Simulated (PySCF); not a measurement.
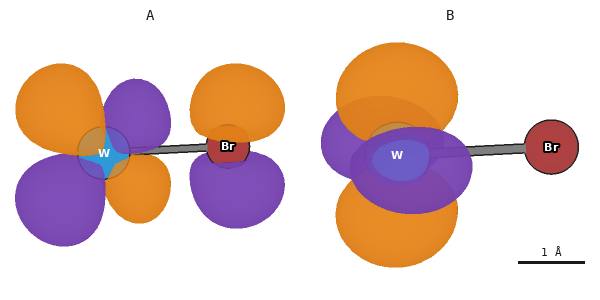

WBr (sextet). Two frontier α-spin orbitals, each drawn at the value that holds 80 % of its norm (orange and purple are the two phases), in no order; of a degenerate pair one member is drawn.

Core potentials replace the inner electrons of W.

The calculation used PySCF, PBE0/def2-TZVPP, non-relativistic Hamiltonian with scalar-relativistic core potentials where named, at a bond length of 2.432 Å.

Label each orbital by symmetry, say whether it is occupied, and order them by energy.

Answer. Orbital B: δ, occupied in this spin, −6.43 eV; almost wholly on W.
Orbital A: π, occupied in this spin, −6.00 eV; mainly on W (75 %).
